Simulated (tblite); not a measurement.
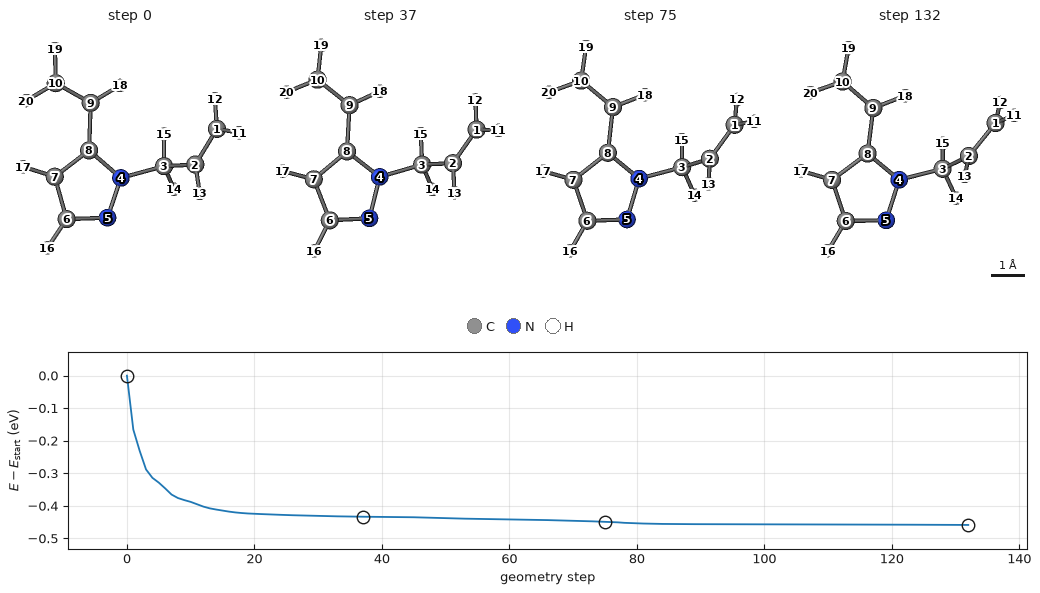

Frames of a relaxation of C8H10N2, marked on the history of the run. The picture is a ball-and-stick view, seen face on.

These are results of GFN2-xTB geometry optimisation, gas phase in tblite, not measurements. 

**What happens along the run?**

The largest move after the best rigid fit is that of H13, 0.82 Å. Largest moves by element: H 0.82 Å, C 0.36 Å, N 0.24 Å. Among the contacts that change: C1–H11 1.114 → 1.076 Å, C8–C9 1.478 → 1.441 Å, C3–N4 1.462 → 1.439 Å, N5–C6 1.344 → 1.322 Å. Among the angles between lasting bonds that change: C8–C9–C10 116.6° → 124.3°, C2–C1–H11 114.4° → 121.9°, N5–C6–H16 126.8° → 120.2°. Groups turn about C3–N4 by about 25°. After 132 geometry steps the energy has fallen by 0.458 eV. From step 0 to 37: H20 moves most (0.26 Å), energy −0.433 eV. From step 37 to 75: H13 moves most (0.40 Å), energy −0.016 eV. From step 75 to 132: H13 moves most (0.32 Å), energy −0.010 eV.

| step | E − E(0), eV |
| --- | --- |
| 0 | 0.0000 |
| 1 | -0.1655 |
| 2 | -0.2309 |
| 3 | -0.2881 |
| 4 | -0.3138 |
| 5 | -0.3286 |
| 6 | -0.3463 |
| 7 | -0.3651 |
| 8 | -0.3758 |
| 9 | -0.3822 |
| 10 | -0.3877 |
| 16 | -0.4175 |
| 23 | -0.4265 |
| 29 | -0.4305 |
| 36 | -0.4330 |
| 42 | -0.4342 |
| 49 | -0.4371 |
| 55 | -0.4400 |
| 61 | -0.4421 |
| 68 | -0.4447 |
| 74 | -0.4482 |
| 81 | -0.4542 |
| 87 | -0.4559 |
| 93 | -0.4563 |
| 100 | -0.4566 |
| 106 | -0.4568 |
| 113 | -0.4572 |
| 119 | -0.4575 |
| 126 | -0.4581 |
| 132 | -0.4585 |
